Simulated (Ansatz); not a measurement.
# InH2F (SMILES [F][InH2]) at MP2/STO-3G

What is the energy change on altering one bond length of InH2F at MP2/STO-3G? 

Program for the calculation: Ansatz 0.2.0.

57 further runs of the same task are left out: 3 that didn't finish, 54 set aside as unsound or not needed.

## (1) The system as given

InH2F has 4 atoms, charge 0, and is taken as a singlet. SMILES: `[F][InH2]`. Geometry: relaxed at PBE0-D4/def2-TZVP.

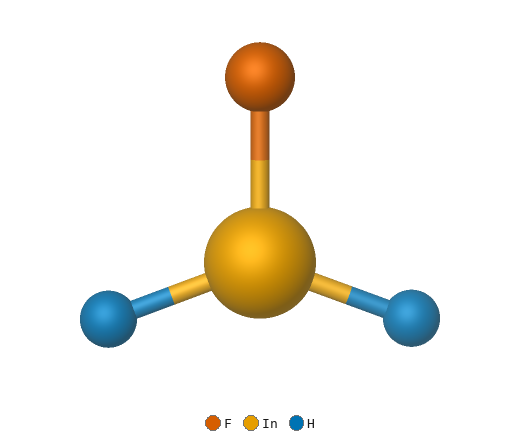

Viewed from a chosen angle; fluorine orange, indium amber, hydrogen blue.

## (2) A single-point energy at MP2/STO-3G

job.yaml reads:

```yaml
crystal:
  periodic: [false, false, false]
  atoms:
    - symbol: F
      position_ang: [-1.631800, -0.629400, 0.188600]
    - symbol: In
      position_ang: [0.194400, 0.052300, -0.026300]
    - symbol: H
      position_ang: [1.304300, -0.965100, 0.767900]
    - symbol: H
      position_ang: [0.188600, 1.481900, -0.950400]
basis:
  gaussian: {orbitals: STO-3G}
total_charge: 0
correlation: {method: mp2, frozen_orbitals: {F: 1, H: 0, In: 18}}
accuracy: high
```

Launch:

```sh
$ ansatz run job.yaml --threads 1 --pin off --max-ram 2610MiB --events-out events.jsonl --progress --plain --runs-dir runs
```

Output:

```text
Warning: RAYON_NUM_THREADS=1 ignored (pool sized by the plan → 1); use --threads N
Functional definition: HF
  name "HF"
  exchange = exact_x
  correlation = 0
622 factors; integrals over basis functions are off by at most 4.0e-9 eV
mean field evaluation 1: about -157335.4976 eV, gradient 1.8e1 eV
mean field evaluation 2: about -157335.5212 eV, gradient 1.8e1 eV
mean field evaluation 4: about -157337.7218 eV, gradient 1.5e0 eV
mean field evaluation 8: about -157337.7397 eV, gradient 1.1e-4 eV
mean field -157337.73968223 eV, -5782.0552859715 hartree, gradient 8.3e-9 eV, S^2 0.000000; 0 other end points of the search recorded, 0 dependent functions left out
19 core orbitals not correlated: weight in the atoms' cores, before any rotation towards them, 1.000 or more for the frozen orbitals, at most 0.000 for the correlated occupied ones
reference -157337.73968223 eV, -5782.0552859715 hartree; 11, 11 occupied and 4, 4 virtual orbitals, 622 factors
second order -1.39479941 eV of doubles, -0.00000000 eV of singles
Total energy: -157339.13448164 eV, -5782.1065439044 hartree
```

Run time: 0.44 s. Hardware: 1 thread of Arm Neoverse V2, shared host.

## (3) The distorted shape at the same level

in.yaml reads:

```yaml
crystal:
  periodic: [false, false, false]
  atoms:
    - symbol: F
      position_ang: [-2.088376, -0.799835, 0.242328]
    - symbol: In
      position_ang: [0.194400, 0.052300, -0.026300]
    - symbol: H
      position_ang: [1.304300, -0.965100, 0.767900]
    - symbol: H
      position_ang: [0.188600, 1.481900, -0.950400]
basis:
  gaussian:
    orbitals: STO-3G
correlation:
  method: mp2
  frozen_orbitals: {F: 1, H: 0, In: 18}
accuracy: high
```

Launch:

```sh
$ ansatz run in.yaml --threads 1 --pin off --max-ram 2610MiB --events-out events.jsonl --progress --plain --runs-dir runs
```

Output:

```text
Warning: RAYON_NUM_THREADS=1 ignored (pool sized by the plan → 1); use --threads N
[... 4 set-up lines as earlier in the session ...]
610 factors; integrals over basis functions are off by at most 3.9e-9 eV
mean field evaluation 1: about -157331.5535 eV, gradient 1.9e1 eV
mean field evaluation 2: about -157331.5634 eV, gradient 1.8e1 eV
mean field evaluation 4: about -157335.4028 eV, gradient 2.8e0 eV
mean field evaluation 8: about -157335.4996 eV, gradient 1.8e-4 eV
mean field -157335.49961023 eV, -5781.9729648441 hartree, gradient 1.9e-8 eV, S^2 0.000000; 0 other end points of the search recorded, 0 dependent functions left out; unrestricted orbitals would lower it
mean field evaluation 16: about -157335.8146 eV, gradient 8.7e-1 eV
19 core orbitals not correlated: weight in the atoms' cores, before any rotation towards them, 1.000 or more for the frozen orbitals, at most 0.000 for the correlated occupied ones
reference -157335.49961023 eV, -5781.9729648441 hartree; 11, 11 occupied and 4, 4 virtual orbitals, 610 factors
second order -1.62885930 eV of doubles, -0.00000000 eV of singles
Total energy: -157337.12846953 eV, -5782.0328243192 hartree
```

It took 0.48 s on 1 thread of Arm Neoverse V2, shared host; peak memory 0.09 GiB.

## (4) Results

Level: MP2/STO-3G, 19 core orbitals frozen.

```
                                                          quantity           value
                                         first shape: total energy  -5782.10654 Eh
         first shape: correlation energy (19 core orbitals frozen)       -51.3 mEh
                                     distorted shape: total energy  -5782.03282 Eh
     distorted shape: correlation energy (19 core orbitals frozen)       -59.9 mEh
energy change with the F1–In2 bond stretched from 1.961 to 2.451 Å        2.006 eV
```

**Reading.** With the F1–In2 bond stretched from 1.961 to 2.451 Å the energy rises by 2.01 eV (194 kJ/mol). The first shape isn't relaxed at this level, so the change isn't measured from a minimum. The minimal basis adds a large error of its own. Relativity is left out (first shape) although the molecule holds a heavy atom. The restricted solution (distorted shape) is unstable to spin breaking: an unrestricted one lies lower. Relativity is left out (distorted shape) although the molecule holds a heavy atom.
